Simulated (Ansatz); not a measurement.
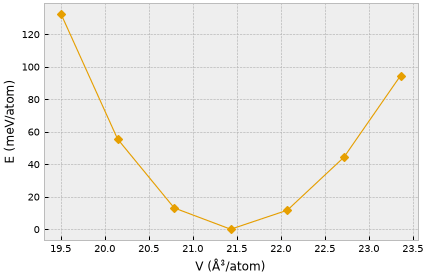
Fig. 1. Os (diamond, Fd-3m) under volume change, PBE (plane waves, PAW; program Ansatz), scaled uniformly.

Task: What does a third-order Birch–Murnaghan fit give for V₀, B₀ and B′?

Result: V₀ = 21.43 Å³/atom, B₀ = 205 GPa, B′ = 4.6.

The start of the workflow was typed in or built on a structure type; neither database checked (COD, Materials Project) lists it. It is not the phase usual at ambient conditions (space group No. 194). The cell was relaxed with PBE under the symmetry of its start; whether a distortion lowers the energy is not shown. The run is not spin-polarised. Scalar-relativistic: spin–orbit coupling is off unless named, which matters more the heavier the elements.

Potentials: the later of the program's two PAW sets.
